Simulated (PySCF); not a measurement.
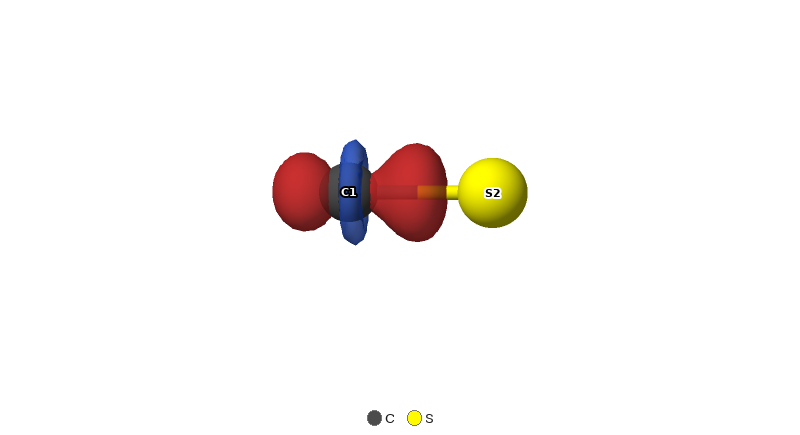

*CS, SMILES `[C-]#[S+]`. Deformation density (molecule less spherical, spin-averaged free atoms at the same positions), surfaces at ±0.19 e/Å³; red: gain, blue: loss.*

Method: BP86/def2-TZVP; geometry: GFN2-xTB; program: PySCF. No frequency check shows the geometry to be a minimum. GFN2-xTB bond lengths at metals and heavier atoms can be off by up to 0.1 Å and shapes distorted, which carries into these values.

Cartesian coordinates (Å):

```
C1       1.1064    0.0000    0.0000
S2      -0.4149    0.0000    0.0000
```

How much density has each bond gained at its critical point, relative to the free atoms?

C1–S2: +0.38 e/Å³ at the bond critical point (bond length 1.52 Å, Mayer order 2.6). In all, 0.5 electrons gather in the regions of gain relative to the promolecule.
